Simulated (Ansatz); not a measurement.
# H4NOPSi (SMILES O[SiH]1NP1): what the fields show

The calculation's input:

```
crystal:
  periodic: [false, false, false]
  atoms:
    - {symbol: O, position_ang: [-0.397679, 1.835471, -0.764002]}
    - {symbol: Si, position_ang: [0.097763, 0.582379, 0.155840]}
    - {symbol: N, position_ang: [0.436880, -0.907485, -0.557519]}
    - {symbol: P, position_ang: [-0.959278, -1.307487, 0.483650]}
    - {symbol: H, position_ang: [-0.980491, 1.634935, -1.499498]}
    - {symbol: H, position_ang: [1.003083, 1.168665, 1.160182]}
    - {symbol: H, position_ang: [1.202639, -1.519118, -0.781930]}
    - {symbol: H, position_ang: [-0.310715, -1.544462, 1.747577]}
basis:
  gaussian: {orbitals: def2-TZVPP}
hamiltonian: {xc: pbe0, dispersion: d4}
output: {orbitals: {seedname: orbitals}}
```

Launched as:

```sh
ansatz run in.yaml --threads 2 --pin off --events-out ev --progress --plain --max-ram 4352MiB
```

Geometry: PBE0-D4/def2-TZVP.

All numbers below come from RKS PBE0-D4/def2-TZVPP (Ansatz).

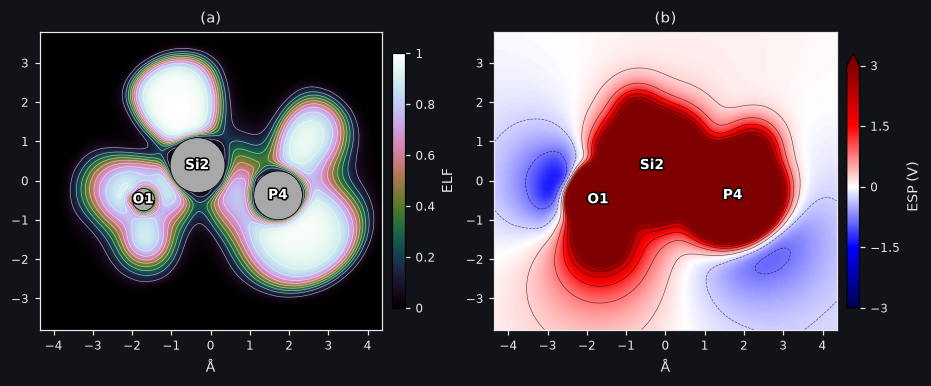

Figure 1. (a) electron localisation function; (b) electrostatic potential on the plane of atoms O1, Si2 and P4. Grey discs cover the atomic cores in the ELF map.

Q: Interpret the plot.

A: Atoms in the plane: O, Si and P. Si–O (1.63 Å): the ELF peaks at about 0.85 between the atoms; a shared but strongly polarised pair. Si–P (2.19 Å): the ELF peaks at about 0.75 between the atoms. The ELF also peaks beside P4 and O1, away from the bonds: lone-pair regions. Outside the dense part of the molecule the potential is most negative (−1.3 V) near O1.

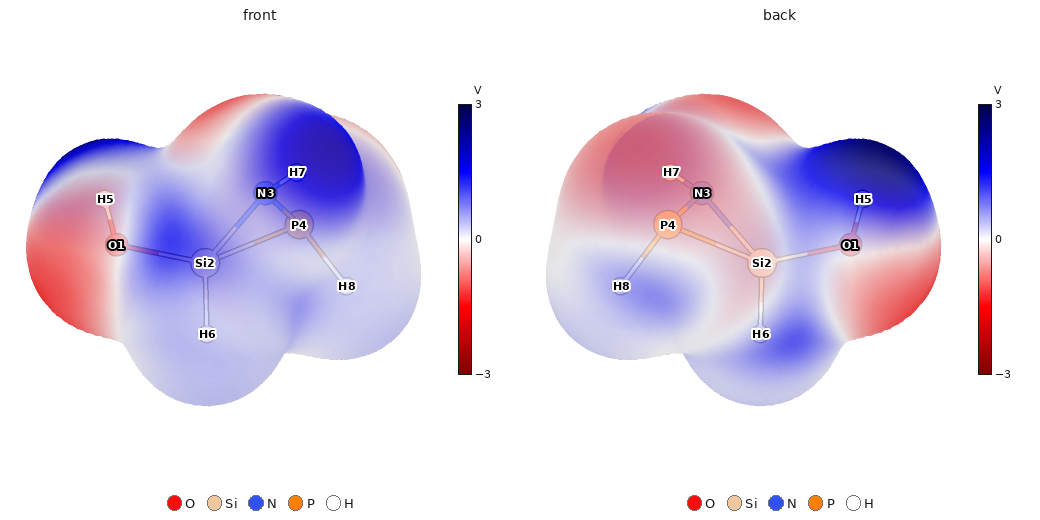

Figure 2. The molecular electrostatic potential painted on the density surface at 0.002 e/bohr³, seen from the front and from behind; the colour scale runs from red (negative) to blue (positive).

Q: Describe the electrostatic potential map.

A: The most negative region (about −1.2 V) lies over O1, the most positive (about +2.8 V) over H5. O1 is the likeliest acceptor of a hydrogen bond.

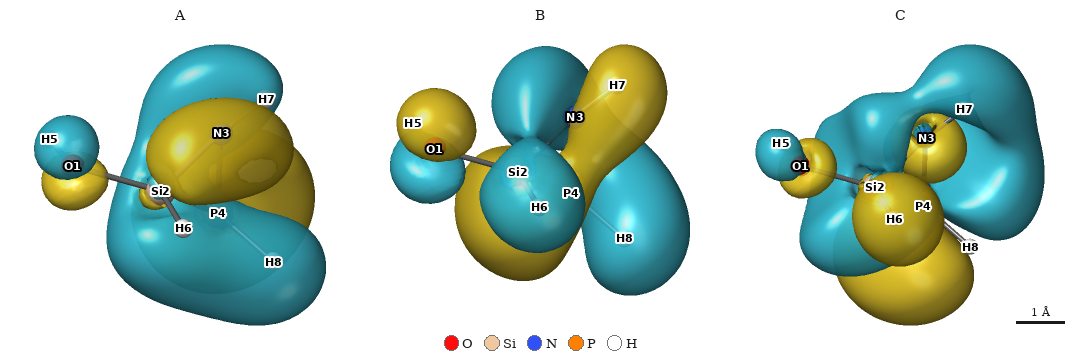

Figure 3. Three frontier orbitals at ±0.06 Å⁻³ᐟ² (yellow and cyan are the two phases), in no order.

Q: Order the three orbitals by energy and name them.

A: B is the HOMO−1 (−7.64 eV). By Hirshfeld shares it lies mainly on P4 (about 35 %), N3 (about 20 %), Si2 (about 20 %), H8 (about 10 %) and O1 (about 5 %). A is the HOMO (−6.65 eV). Its weight (Hirshfeld) is mainly on P4 (about 50 %), N3 (about 25 %), Si2 (about 15 %) and H8 (about 5 %). C is the LUMO (−0.37 eV). Its weight (Hirshfeld) is mainly on P4 (about 50 %), Si2 (about 20 %), N3 (about 10 %) and H7 (about 5 %).

Q: What is the HOMO–LUMO gap?

A: 6.28 eV between the orbital energies.

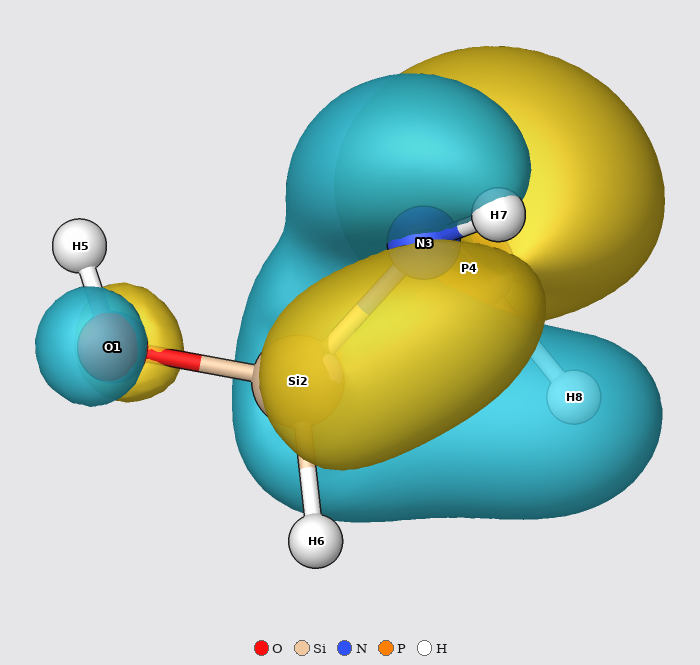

Figure 4. The HOMO at ±0.08 Å⁻³ᐟ² (yellow and cyan are the two phases), seen at a tilt.

Q: What is the character of this orbital?

A: By Hirshfeld shares it lies mainly on P4 (about 50 %), N3 (about 25 %), Si2 (about 15 %) and H8 (about 5 %). Its energy is −6.65 eV.
